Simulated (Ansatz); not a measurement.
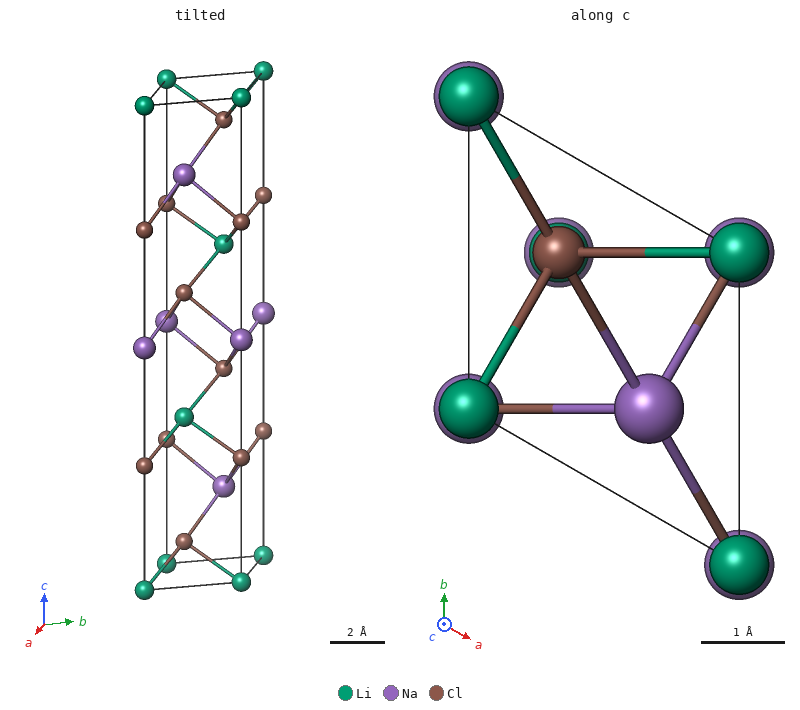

The image is a ball-and-stick drawing of a crystal, viewed slightly off an axis and along the c axis. Atoms at the boundary of the conventional unit cell (the box) are drawn once for each face, edge or corner they touch.

NaLiCl₂, α-NaFeO₂ type, space group R-3m (No. 166), a = 3.783 Å, b = 3.783 Å, c = 18.743 Å, α = 90.00°, β = 90.00°, γ = 120.00°. The cell started as a structure type filled with these elements by a generator (whether the compound takes this form wasn't checked). Earlier steps of the study may have refined or changed the cell and positions. It went into a calculation with Ansatz.

This one geometry was computed with Ansatz (DFT, plane waves, PAW) at four levels of theory: HSE06, PBE, PBE0 and r2SCAN. It was relaxed beforehand with r2SCAN.

How does the band gap change with the level of theory?

PBE: a gap of 5.60 eV, direct; r2SCAN: a gap of 6.43 eV, direct; HSE06: a gap of 6.98 eV, direct; PBE0: a gap of 7.70 eV, direct.

Collect the results in a table.

| level | cutoff (eV) | k-mesh of the run's cell | gap (eV) | pressure (GPa) |
| --- | --- | --- | --- | --- |
| HSE06 | 420 | 6×6×6 | 6.98 | 0.4 |
| PBE | 420 | 8×8×8 | 5.60 | 1.0 |
| PBE0 | 420 | 6×6×6 | 7.70 | 0.3 |
| r2SCAN | 500 | 8×8×8 | 6.43 | 0.0 |

Gaps are taken on the k-mesh or band path of each run.
